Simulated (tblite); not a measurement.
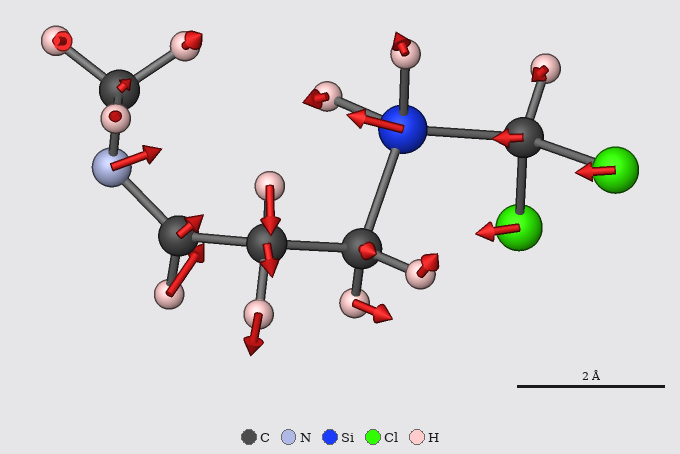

This is a relaxation of C$_{5}$H$_{11}$Cl$_{2}$NSi. The starting structure is drawn; red arrows show the displacements, 5 times their true length. The two geometries are superimposed by the best rigid fit.

The picture is a ball-and-stick view, seen at a tilt.

Level of theory: GFN2-xTB geometry optimisation, gas phase (tblite). 

**What happened in the run?**

An H atom moves most after the best rigid fit: 0.19 Å. By element the largest moves are H 0.19 Å, Si 0.17 Å, N 0.15 Å, Cl 0.13 Å, C 0.10 Å. Some distances before and after: C–Si 1.849 → 1.926 Å, C–N 1.308 → 1.255 Å, H–Si 1.493 → 1.467 Å, C–Cl 1.788 → 1.774 Å. Bond angles that change, for instance: C–Si–C 113.3° → 106.5°, H–Si–H 106.4° → 112.1°, C–Si–H 108.5° → 114.0°. The energy falls by 6.43 kcal/mol in 62 geometry steps.
